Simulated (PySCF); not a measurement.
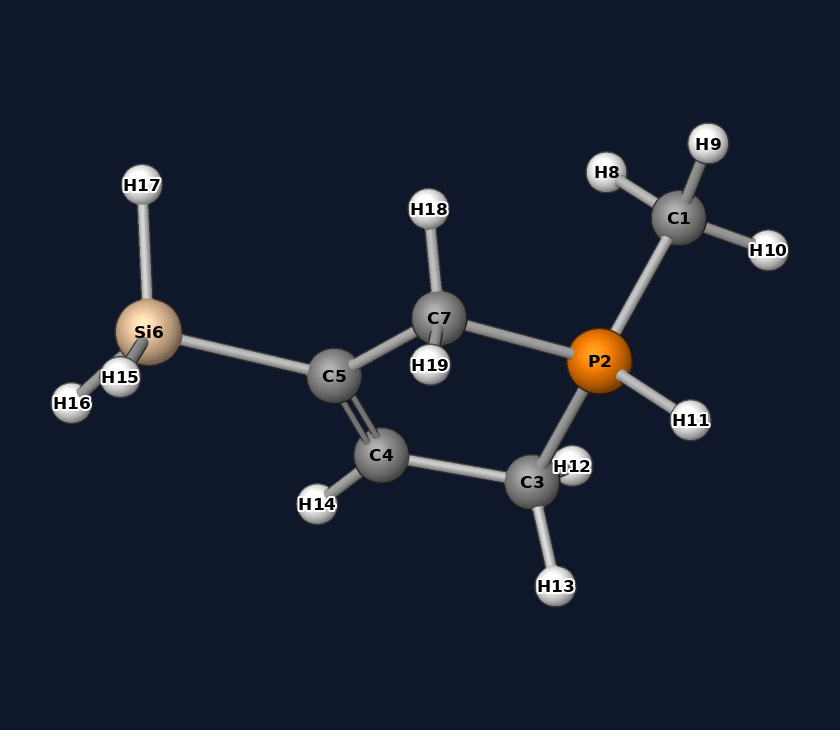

The questions are on isotropic NMR shieldings of the H atoms. Charge +1, singlet. The computed structure is the end point of a GFN2-xTB optimisation. No frequency run is at hand to confirm it as a minimum. Properties computed with GIAO PBE0/pcSseg-1 NMR shielding, non-relativistic, gas phase (PySCF 2.14.0).

List the isotropic NMR shieldings of the H atoms.

| atom | σ (ppm) |
| --- | --- |
| H8 | 29.71 |
| H9 | 29.62 |
| H10 | 29.60 |
| H11 | 25.58 |
| H12 | 28.35 |
| H13 | 27.96 |
| H14 | 25.20 |
| H15 | 27.23 |
| H16 | 27.13 |
| H17 | 27.25 |
| H18 | 28.39 |
| H19 | 28.00 |

The geometry is semi-empirical. Around P, Si such bond lengths and angles can be off by a tenth of an ångström or more and by several degrees, and values that hang on the shape move with them.
